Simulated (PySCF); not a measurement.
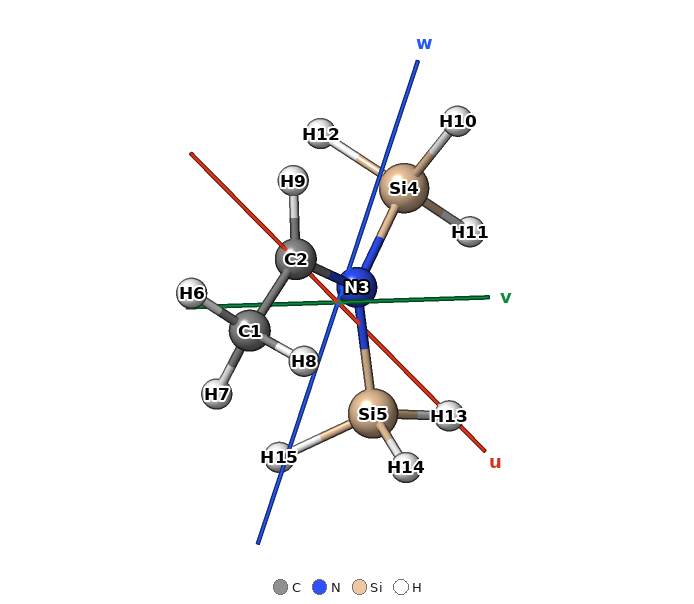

The lines u, v and w are the principal axes of the g tensor. The species is neutral and a spin doublet. The computed structure is the end point of a GFN2-xTB optimisation. No frequency run is at hand to confirm it as a minimum. Level of theory: UKS B3LYP, pcH-1 on C H N Si, non-relativistic, mean-field spin-orbit, GIAO (PySCF 2.14.0).

Question: Along which axis does g lie farthest from the free-electron value?

Answer: Along w (nearly parallel to the N3–Si4 bond): the shift is 1015 ppm.

Give the principal values and shifts.

```
axis        g  shift (ppm)
   u  2.00292          600
   v  2.00216         −160
   w  2.00333         1015
```

The geometry is semi-empirical. Around Si such bond lengths and angles can be off by a tenth of an ångström or more and by several degrees, and values that hang on the shape move with them.
